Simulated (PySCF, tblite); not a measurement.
# C₄H₁₂OSi: dynamics, then NMR shifts on frames

Aim: move C₄H₁₂OSi (`COC[C@H](C)[SiH3]`) away from its starting geometry and see how NMR shifts follow the geometry.

Computed with tblite 0.8.0 and PySCF 2.14.0, with density-fitted response routines of our own, on a single molecule in the gas phase. Atoms count from 0, in the outputs and in this text.

**1. Starting geometry**

18 atoms, charge 0, multiplicity 1; geometry from: GFN2-xTB.

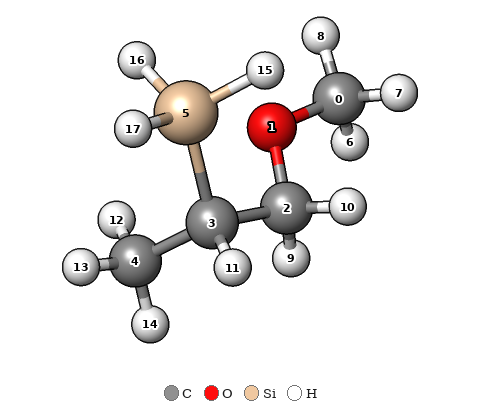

As it starts; carbon grey, oxygen red, silicon light orange, hydrogen white, atoms numbered.

**2. Thermal motion with GFN2-xTB**

The job: settings as JSON, then the geometry in Å.

```
{"job": {"kind": "md", "xc": "GFN2-xTB", "basis": "xTB", "temperature": 300, "steps": 2000, "every": 50, "frames": 5}, "charge": 0, "multiplicity": 1}
C      2.474943     0.536510    -0.090787
O      1.109563     0.258885    -0.231540
C      0.480839    -0.178049     0.953891
C     -1.003863    -0.258138     0.639518
C     -1.356820    -1.593317    -0.005481
Si    -1.367705     1.207018    -0.534107
H      3.033298    -0.362912     0.198573
H      2.647128     1.314156     0.664566
H      2.829486     0.886886    -1.058515
H      0.898974    -1.146618     1.271884
H      0.666277     0.550084     1.759068
H     -1.565420    -0.164631     1.572833
H     -0.756098    -1.744928    -0.899139
H     -2.406751    -1.614506    -0.290052
H     -1.170478    -2.421517     0.679583
H     -0.757483     2.426305    -0.004996
H     -0.936701     0.923656    -1.897284
H     -2.827948     1.387435    -0.533952
```

Method: GFN2-xTB Langevin dynamics, gas phase.

Launch:

```
$ OMP_NUM_THREADS=1 python probes_run.py task.json out
```

One launch serves the whole session: the jobs run in the order shown.

The program printed:

```text
t/fs     T/K      E/eV
    0.0   254.5   -556.96479
   25.0   196.4   -556.66773
   50.0   162.9   -556.57046
   75.0   229.7   -556.50641
  100.0   291.8   -556.53913
  125.0   294.6   -556.43799
  150.0   320.3   -556.63017
  175.0   308.4   -556.49283
  200.0   298.2   -556.36824
  225.0   276.2   -556.15892
  250.0   314.2   -556.22790
  275.0   319.8   -556.59627
  300.0   390.9   -556.59473
  325.0   410.4   -556.53015
  350.0   321.2   -556.39313
  375.0   295.3   -556.54931
  400.0   277.6   -556.52542
  425.0   169.3   -556.46336
  450.0   152.2   -556.44569
  475.0   246.5   -556.47974
  500.0   201.9   -556.27020
  525.0   264.8   -556.34833
  550.0   199.3   -556.39210
  575.0   236.4   -556.42807
  600.0   231.3   -556.39939
  625.0   288.8   -556.53066
  650.0   274.9   -556.52083
  675.0   294.2   -556.41678
  700.0   238.0   -556.37192
  725.0   244.3   -556.32115
  750.0   309.0   -556.44408
  775.0   265.4   -556.37737
  800.0   261.0   -556.42638
  825.0   370.6   -556.36022
  850.0   400.3   -556.46641
  875.0   339.8   -556.11839
  900.0   370.3   -556.31813
  925.0   345.8   -556.34641
  950.0   222.8   -556.13211
  975.0   215.3   -556.23242
 1000.0   253.8   -556.52359
```

Run time: 12 s. Hardware: 1 thread of Intel Xeon Platinum 8488C, shared host; peak memory 0.18 GiB.

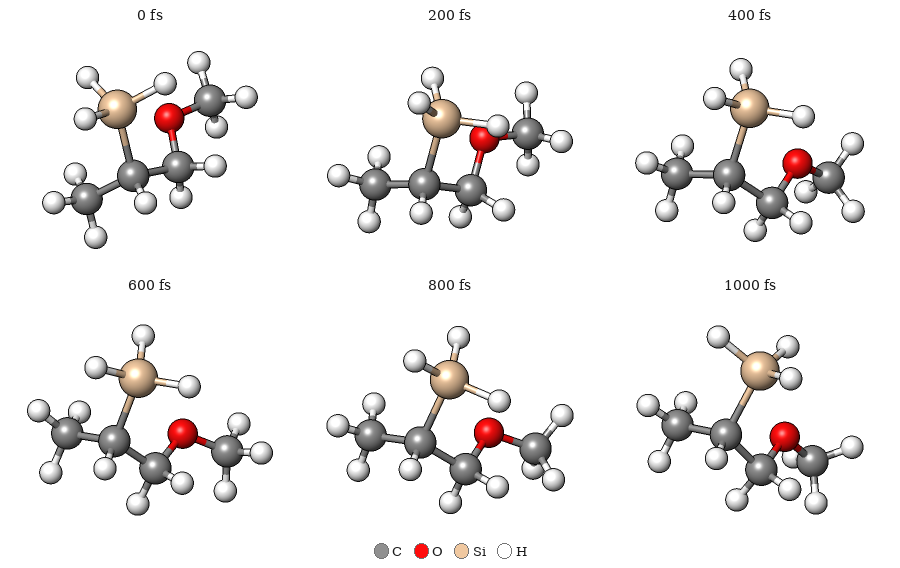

Frames of the run.

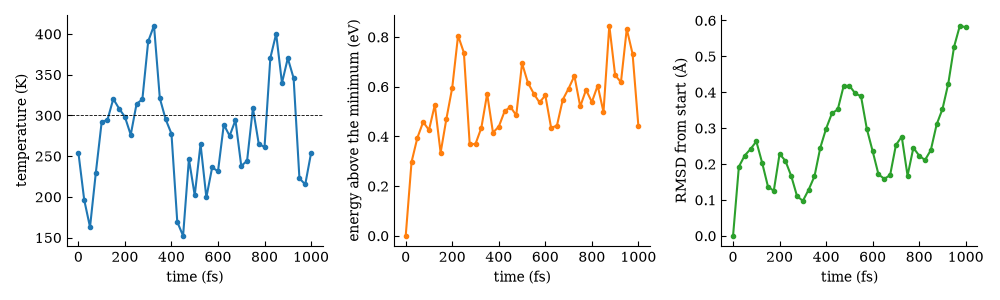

Temperature, potential energy and distance from the start.

Positions (Å) and forces (eV/Å) at 1000 fs:

```xyz
18

C     2.759   -1.332    1.126    0.061   -0.361    0.657
O     1.724   -0.592    0.559   -0.379    0.032    0.487
C     0.424   -0.881    1.029   -0.324   -0.082    0.037
C    -0.530   -0.137    0.089    0.596   -0.286    0.562
C    -0.630   -0.948   -1.177   -1.460    0.602   -0.566
Si    0.121    1.622   -0.277    0.278   -0.005    0.058
H     3.186   -2.006    0.414    0.542   -0.239   -0.932
H     2.474   -1.996    1.933   -0.649   -0.010    0.444
H     3.514   -0.690    1.552    0.371    0.464   -0.118
H     0.229   -1.993    0.949    0.168    0.822    0.373
H     0.219   -0.524    2.086    0.601   -0.439   -0.726
H    -1.480   -0.163    0.613   -0.389    0.299   -0.137
H     0.300   -0.969   -1.708    0.318   -0.145   -0.213
H    -1.431   -0.543   -1.822    0.537    0.172   -0.012
H    -1.000   -1.924   -0.942    0.208   -0.910    0.105
H    -0.351    2.518    0.786    0.224   -0.039    0.136
H     1.576    1.690   -0.585   -0.610    0.020    0.185
H    -0.641    2.049   -1.440   -0.094    0.106   -0.343
```

**3. Nuclear shieldings: 250 fs, PBE0/pcSseg-1**

The job: settings as JSON, then the geometry in Å.

```
{"job": {"kind": "nmr", "xc": "PBE0", "basis": "pcSseg-1", "pop": false}, "charge": 0, "multiplicity": 1}
C      2.514300     0.046900     0.708200
O      1.127600    -0.015700     0.261400
C      0.314200    -0.859500     0.971000
C     -1.098600    -0.612000     0.390000
C     -1.316500    -1.477000    -0.829600
Si    -0.973600     1.198200    -0.249800
H      3.032300    -0.908400     0.654900
H      2.409400     0.496400     1.661600
H      2.914100     0.760200     0.046200
H      0.532800    -1.935800     0.946700
H      0.366200    -0.492200     2.008800
H     -1.964700    -0.861900     1.062000
H     -0.538600    -1.343100    -1.668800
H     -2.242100    -1.170400    -1.338400
H     -1.454800    -2.547800    -0.574300
H     -0.561400     2.018400     0.856100
H     -0.243200     1.374900    -1.496600
H     -2.128400     1.958700    -0.604200
```

With the program's defaults for keys left out, this is: GIAO PBE0/pcSseg-1 NMR shielding, non-relativistic, gas phase.

The program printed:

```text
coarse grid: 14496 points
cycle   1  E = -523.7581495061  dE =  4.411e-01  |g| = 5.414e-01  |ddm| = 3.504e+00
cycle   2  E = -523.6997616745  dE =  5.839e-02  |g| = 7.833e-01  |ddm| = 1.158e+00
cycle   3  E = -523.8177388008  dE = -1.180e-01  |g| = 7.593e-02  |ddm| = 7.512e-01
cycle   4  E = -523.8186411734  dE = -9.024e-04  |g| = 3.043e-02  |ddm| = 6.621e-02
cycle   5  E = -523.8188501330  dE = -2.090e-04  |g| = 6.764e-03  |ddm| = 2.750e-02
cycle   6  E = -523.8188608147  dE = -1.068e-05  |g| = 1.908e-03  |ddm| = 7.589e-03
cycle   7  E = -523.8188616571  dE = -8.424e-07  |g| = 3.255e-04  |ddm| = 1.674e-03
final grid: 132432 points
cycle   8  E = -523.8653035769  dE = -3.201e-05  |g| = 1.097e-02  |ddm| = 2.607e-02
cycle   9  E = -523.8652834401  dE =  2.014e-05  |g| = 1.527e-02  |ddm| = 1.601e-02
cycle  10  E = -523.8653271766  dE = -4.374e-05  |g| = 1.419e-03  |ddm| = 9.811e-03
cycle  11  E = -523.8653276071  dE = -4.305e-07  |g| = 1.605e-04  |ddm| = 1.439e-03
cycle  12  E = -523.8653276120  dE = -4.867e-09  |g| = 7.913e-05  |ddm| = 2.310e-04
cycle  13  E = -523.8653276135  dE = -1.470e-09  |g| = 1.902e-05  |ddm| = 7.913e-05
cycle  14  E = -523.8653276136  dE = -8.254e-11  |g| = 3.700e-06  |ddm| = 1.963e-05
converged SCF energy = -523.8653276136

GIAO shielding tensors (ppm)
atom      isotropic    diamagn.    paramagn.     s11        s22        s33       span
  0 C      125.417     246.311    -120.894     93.837     94.967    187.448     93.611
  1 O      301.552     402.972    -101.420    248.723    285.024    370.908    122.185
  2 C      111.743     246.200    -134.457     92.078    103.145    140.004     47.926
  3 C      159.271     252.303     -93.032    138.301    159.388    180.125     41.824
  4 C      161.331     246.266     -84.934    147.127    152.200    184.667     37.540
  5 Si     429.323     879.998    -450.675    363.100    405.284    519.584    156.484
  6 H       28.355      28.747      -0.393     24.769     25.744     34.551      9.783
  7 H       28.778      30.362      -1.583     24.293     27.025     35.017     10.723
  8 H       28.577      31.011      -2.434     24.338     26.505     34.888     10.550
  9 H       28.306      31.421      -3.115     24.489     27.836     32.592      8.103
 10 H       28.092      31.897      -3.805     24.533     27.214     32.529      7.996
 11 H       29.227      30.710      -1.484     24.263     27.826     35.591     11.328
 12 H       28.763      29.146      -0.384     25.038     27.722     33.528      8.489
 13 H       30.018      29.142       0.876     25.251     28.341     36.462     11.212
 14 H       29.716      28.789       0.927     25.184     26.817     37.148     11.964
 15 H       28.380      31.113      -2.733     24.279     27.092     33.769      9.491
 16 H       28.100      30.691      -2.592     24.292     27.594     32.413      8.121
 17 H       28.385      30.395      -2.010     25.177     25.845     34.135      8.958
```

Wall time 21 s (1 thread of Intel Xeon Platinum 8488C, shared host); peak memory 0.77 GiB.

The references, computed at this level on geometries of the same kind, shield at (ppm): ¹H TMS 31.72, ¹³C TMS 186.9, ²⁹Si TMS 349.2, ¹⁷O H2O 336.1. Their shielding less the atom's gives the shift. The references are single molecules in the gas phase, so shifts against H2O, NH3, PH3, H3PO4 or CFCl3 are not on the usual liquid scales and can be off by tens of ppm. Each atom is listed at this fixed geometry, with no averaging over motion; a spectrum would average atoms that exchange fast.

```
atoms                              environment  σ (ppm)  δ (ppm)
   C2                      sp3 CH2 bonded to O    111.7     75.2
   C0                methyl carbon bonded to O    125.4     61.5
   C3                      sp3 CH bonded to Si    159.3     27.7
   C4                            methyl carbon    161.3     25.6
  H10       hydrogen on an sp3 CH2 bonded to O    28.09     3.63
  H16        hydrogen on a silicon bonded to C    28.10     3.62
   H9       hydrogen on an sp3 CH2 bonded to O    28.31     3.41
   H6  hydrogen on a methyl carbon bonded to O    28.35     3.36
  H15        hydrogen on a silicon bonded to C    28.38     3.34
  H17        hydrogen on a silicon bonded to C    28.39     3.33
   H8  hydrogen on a methyl carbon bonded to O    28.58     3.14
  H12              hydrogen on a methyl carbon    28.76     2.95
   H7  hydrogen on a methyl carbon bonded to O    28.78     2.94
  H11       hydrogen on an sp3 CH bonded to Si    29.23     2.49
  H14              hydrogen on a methyl carbon    29.72     2.00
  H13              hydrogen on a methyl carbon    30.02     1.70
   O1                             ether oxygen    301.6     34.5
  Si5                 silicon bonded to C, 3 H    429.3    -80.2
```

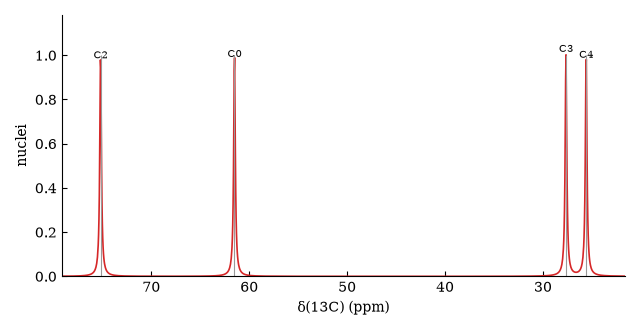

¹³C lines at the computed shifts, without couplings. Lines are broadened to a width of 0.20 ppm (Lorentzian).

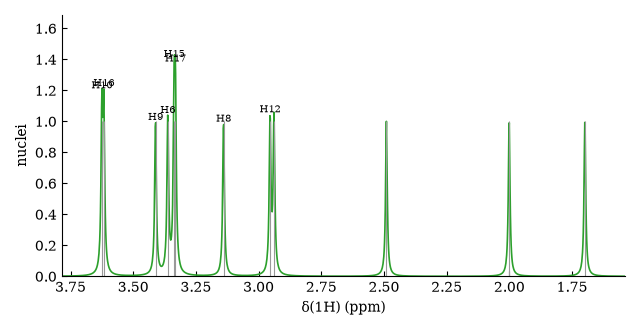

¹H lines at the computed shifts, without couplings. Lines are broadened to a width of 0.01 ppm (Lorentzian).

**4. Shielding tensors: 425 fs, PBE0/pcSseg-1**

The job: settings as JSON, then the geometry in Å.

```
{"job": {"kind": "nmr", "xc": "PBE0", "basis": "pcSseg-1", "pop": false}, "charge": 0, "multiplicity": 1}
C      2.895600    -1.122900     1.084400
O      1.754200    -0.442700     0.694300
C      0.541000    -0.971600     1.179200
C     -0.556100    -0.390300     0.182400
C     -0.749800    -1.373700    -1.039600
Si    -0.244800     1.413700    -0.438300
H      2.946100    -2.186300     0.686800
H      2.940900    -1.280600     2.182600
H      3.805700    -0.550100     0.828300
H      0.599900    -2.079400     1.204200
H      0.456500    -0.601300     2.193600
H     -1.499800    -0.383200     0.736800
H      0.121900    -1.273700    -1.663300
H     -1.606600    -0.891600    -1.585100
H     -0.995800    -2.388200    -0.718800
H      0.214300     2.394100     0.562100
H      0.660900     1.410000    -1.635200
H     -1.574500     1.941000    -0.835800
```

Level: GIAO PBE0/pcSseg-1 NMR shielding, non-relativistic, gas phase.

The program printed:

```text
coarse grid: 14496 points
cycle   1  E = -523.7723085463  dE =  2.186e-01  |g| = 5.610e-01  |ddm| = 3.461e+00
cycle   2  E = -523.7060499772  dE =  6.626e-02  |g| = 8.215e-01  |ddm| = 1.217e+00
cycle   3  E = -523.8354786438  dE = -1.294e-01  |g| = 6.825e-02  |ddm| = 7.932e-01
cycle   4  E = -523.8361361662  dE = -6.575e-04  |g| = 3.087e-02  |ddm| = 6.061e-02
cycle   5  E = -523.8363575201  dE = -2.214e-04  |g| = 6.150e-03  |ddm| = 2.835e-02
cycle   6  E = -523.8363660160  dE = -8.496e-06  |g| = 1.573e-03  |ddm| = 6.433e-03
final grid: 132432 points
cycle   7  E = -523.8838186188  dE = -2.601e-05  |g| = 1.113e-02  |ddm| = 2.250e-02
cycle   8  E = -523.8837969173  dE =  2.170e-05  |g| = 1.541e-02  |ddm| = 1.797e-02
cycle   9  E = -523.8838440275  dE = -4.711e-05  |g| = 1.161e-03  |ddm| = 1.070e-02
cycle  10  E = -523.8838443151  dE = -2.875e-07  |g| = 1.874e-04  |ddm| = 1.182e-03
cycle  11  E = -523.8838443223  dE = -7.210e-09  |g| = 6.990e-05  |ddm| = 2.386e-04
cycle  12  E = -523.8838443233  dE = -1.048e-09  |g| = 2.107e-05  |ddm| = 6.754e-05
cycle  13  E = -523.8838443234  dE = -1.000e-10  |g| = 3.839e-06  |ddm| = 1.850e-05
converged SCF energy = -523.8838443234

GIAO shielding tensors (ppm)
atom      isotropic    diamagn.    paramagn.     s11        s22        s33       span
  0 C      125.278     238.130    -112.852     91.912    100.358    183.565     91.653
  1 O      317.075     402.367     -85.292    258.966    333.089    359.171    100.205
  2 C      102.986     246.559    -143.573     73.873     95.157    139.927     66.054
  3 C      155.912     250.771     -94.858    137.209    156.228    174.299     37.089
  4 C      164.331     249.142     -84.811    145.658    165.275    182.060     36.402
  5 Si     415.769     880.124    -464.355    373.179    401.197    472.932     99.752
  6 H       27.713      26.819       0.895     23.324     25.857     33.959     10.635
  7 H       28.347      26.748       1.598     24.500     25.642     34.898     10.399
  8 H       27.533      26.881       0.652     23.588     24.729     34.281     10.693
  9 H       28.473      32.160      -3.687     24.908     28.898     31.612      6.703
 10 H       27.805      32.117      -4.312     24.295     27.182     31.939      7.643
 11 H       30.264      32.953      -2.689     27.020     27.860     35.913      8.893
 12 H       30.180      31.600      -1.420     26.554     29.393     34.594      8.041
 13 H       29.518      29.643      -0.126     24.358     28.290     35.905     11.546
 14 H       30.171      30.272      -0.101     25.921     27.565     37.028     11.107
 15 H       27.572      29.698      -2.126     24.143     25.764     32.810      8.667
 16 H       27.546      29.554      -2.008     24.527     26.001     32.108      7.580
 17 H       27.778      29.773      -1.995     24.468     25.745     33.122      8.654
```

Run time: 24 s. Hardware: 1 thread of Intel Xeon Platinum 8488C, shared host; peak memory 0.79 GiB.

In short: δ C2 83.9, C0 61.6, C3 31.0, C4 22.6, H8 4.18, H16 4.17 ppm.

[end of part 1 of 2]
